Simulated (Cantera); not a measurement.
A closed system holds: 1 mol Fe2O3, 0.17 mol SO2, 2.5 mol CO2, held at 2.30 bar.

These are equilibrium values from Cantera (NASA tables, ideal gas, pure condensed phases), not measurements of a reactor. Candidate condensed phases: C, Fe, Fe(CO)5, FeO, FeS, FeSO4, FeS2, Fe2O3, Fe2(SO4)3, Fe3O4, S; 25 gas species. Mutual solubility and eutectic melting of coexisting phases are not modelled. Equilibrium is a limit: real reactors are often held back by kinetics, nucleation or transport.

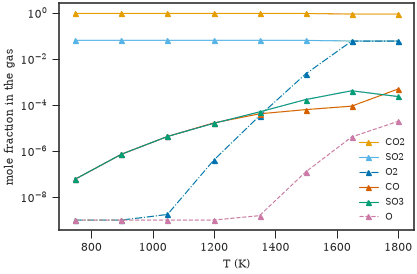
Fig. 1. Equilibrium gas composition (values under 1e-9 drawn at 1e-9)

From 748 K to 1198 K the condensed part is Fe2O3(s). From 1348 K to 1498 K the condensed part is Fe2O3(s) + Fe3O4(s). From 1648 K to 1798 K the condensed part is Fe3O4(s).
